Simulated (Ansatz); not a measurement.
## Electronic structure of AlFH₅NO₂ in real space

Input file:

```
crystal:
  periodic: [false, false, false]
  atoms:
    - { symbol: Al, position_ang: [-0.041208, -0.418883, 0.036298] }
    - { symbol: O, position_ang: [-0.183047, -0.327331, 1.787435] }
    - { symbol: H, position_ang: [-1.036878, -0.519597, 2.21159] }
    - { symbol: F, position_ang: [1.523612, -0.430773, -0.54765] }
    - { symbol: O, position_ang: [-1.300308, -0.743551, -1.072398] }
    - { symbol: H, position_ang: [-2.247608, -0.734591, -0.863715] }
    - { symbol: "N", position_ang: [0.12132, 2.532264, 0.966792] }
    - { symbol: H, position_ang: [1.031811, 3.008726, 0.987806] }
    - { symbol: H, position_ang: [-0.601479, 3.244472, 1.132616] }
    - { symbol: H, position_ang: [0.101985, 1.868064, 1.774025] }
basis:
  gaussian: { orbitals: def2-SVP }
hamiltonian:
  xc: blyp
  dispersion: d4
relax:
  f_tol: 0.03
  max_steps: 50
output:
  orbitals: {}
```

Launched as:

```sh
ansatz run input.yaml --threads 2 --pin off --max-ram 3072MiB --backend cpu --events-out ev --progress --plain --runs-dir out
```

The fields are those of the run's last geometry, not of the input's.

Level of theory: Ansatz 0.2.0, RKS BLYP-D4/def2-SVP.

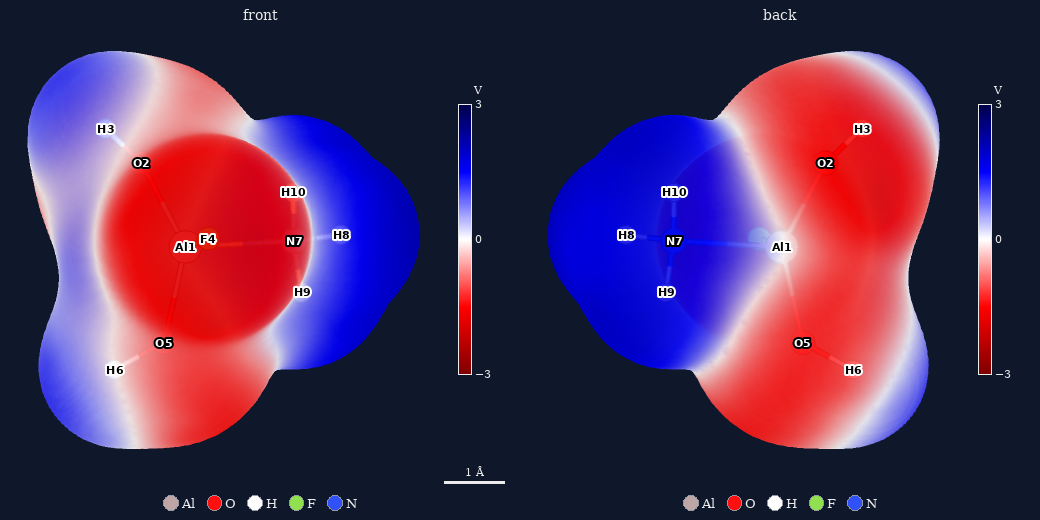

Figure 1. The molecular electrostatic potential painted on the density surface at 0.001 e/bohr³, seen from the front and from behind; red is negative and blue positive.

Which sites attract a positive test charge, and which a negative one?

Answer. A positive charge is drawn to the negative regions and a negative charge to the positive ones. The most negative region (about −1.7 V) lies over O2 and F4, the most positive (about +2.0 V) over H8.

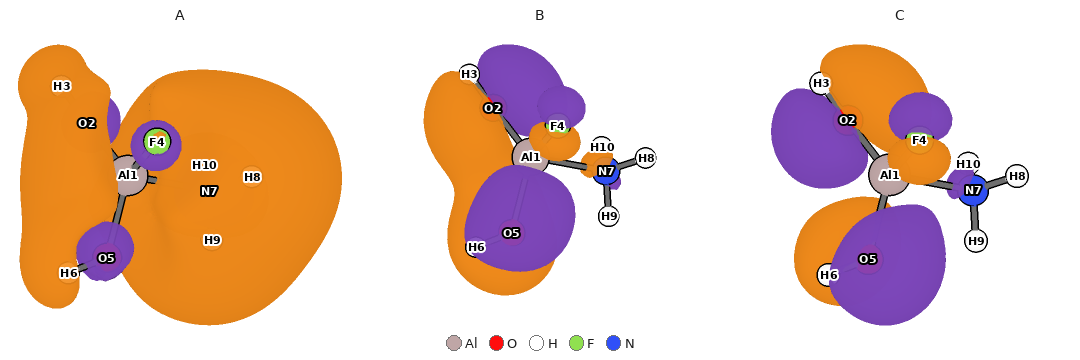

Figure 2. Three frontier orbitals at ±0.06 Å⁻³ᐟ² (orange and purple are the two phases), in no order.

Order the three orbitals by energy and name them.

Answer. B is the HOMO−1 (−6.05 eV). Its weight (Hirshfeld) is mainly on O5 (about 50 %) and O2 (about 35 %); largely a combination of lone pairs on O5 and O2. C is the HOMO (−5.58 eV). Its weight (Hirshfeld) is mainly on O5 (about 45 %) and O2 (about 40 %); largely a combination of lone pairs on O5 and O2. A is the LUMO (−0.51 eV). By Hirshfeld shares it lies mainly on Al1 (about 20 %), N7 (about 20 %), H8 (about 20 %), H10 (about 15 %) and H9 (about 15 %).

What is the HOMO–LUMO gap?

Answer. 5.07 eV between the orbital energies.

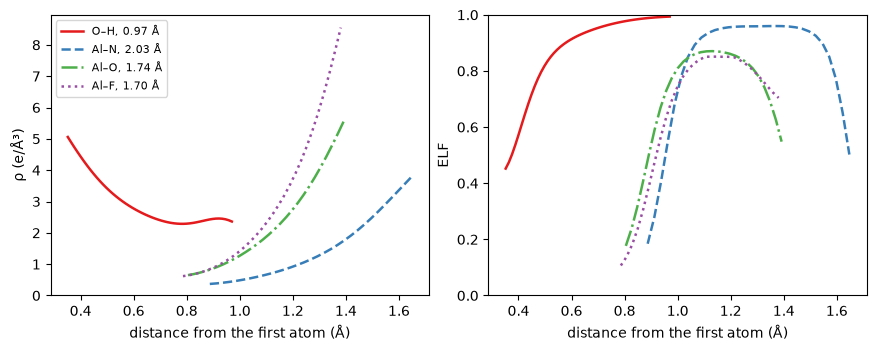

Figure 3. Total electron density and ELF along straight lines between neighbouring atoms. The curves leave out the atomic cores.

What can be read from the curves?

Answer. O–H (0.97 Å): the density is about 3.5 e/Å³ at the midpoint; the ELF climbs to about 1 towards the hydrogen, as it does in any bond to H (an ordinary covalent bond to hydrogen).
Al–N (2.03 Å): ρ at the midpoint is about 0.51 e/Å³; the ELF peaks at about 0.95 in the valence shell of N, 0.7 Å from its nucleus, and is about 0.80 at the midpoint.
Al–O (1.74 Å): ρ at the midpoint is about 0.78 e/Å³; the ELF peaks at about 0.85 in the valence shell of O, 0.6 Å from its nucleus, and is about 0.40 at the midpoint.
Al–F (1.70 Å): ρ at the midpoint is about 0.73 e/Å³; the ELF peaks at about 0.85 in the valence shell of F, 0.6 Å from its nucleus, and is about 0.25 at the midpoint.
